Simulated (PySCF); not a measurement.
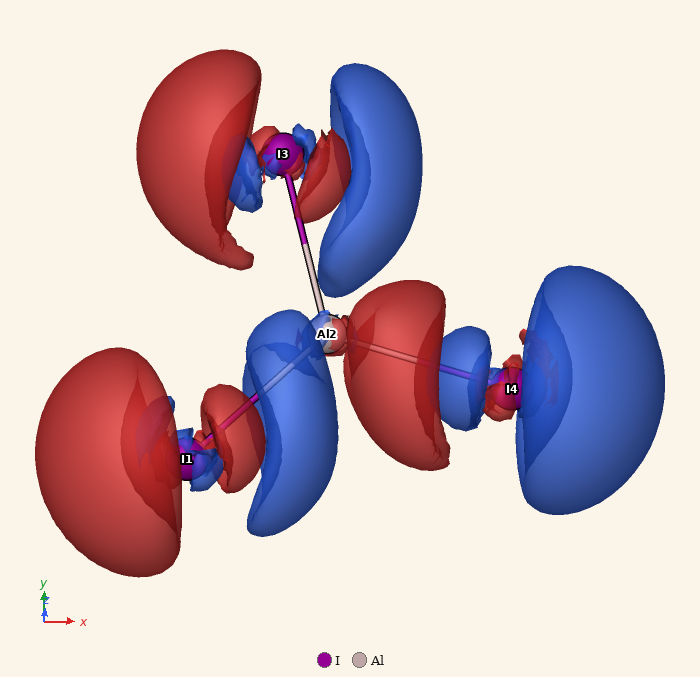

Figure. AlI3, SMILES `I[Al](I)I`. Change of the electron density in a uniform field of 0.21 V/Å, surfaces at ±0.0015 e/Å³ (blue: gain, red: loss).

Level of theory: PBE/def2-TZVP (PySCF), at a geometry from GFN2-xTB. Core potentials replace the inner electrons of I; spin–orbit coupling isn't included. No frequency check shows the geometry to be a minimum. A basis without diffuse functions makes polarisabilities too small. GFN2-xTB bond lengths at metals and heavier atoms can be off by up to 0.1 Å and shapes distorted, which carries into these values.

Geometry (Å), atoms numbered from 1:

```
I1      -1.8281   -1.7232    0.0000
Al2     -0.0007    0.0000    0.0000
I3      -0.5781    2.4449    0.0000
I4       2.4065   -0.7217    0.0000
```

The field was applied in both directions; the picture shows the one opposite to the script's first.

Along which Cartesian direction does the field point?

Answer. Along −x: electrons gather on the +x side, against the field.

What dipole is induced, and what polarisability does it imply?

Answer. The induced dipole is 1.58 D (along the field); α along this axis, from the fields in both directions, is 156 bohr³ (23.1 Å³).
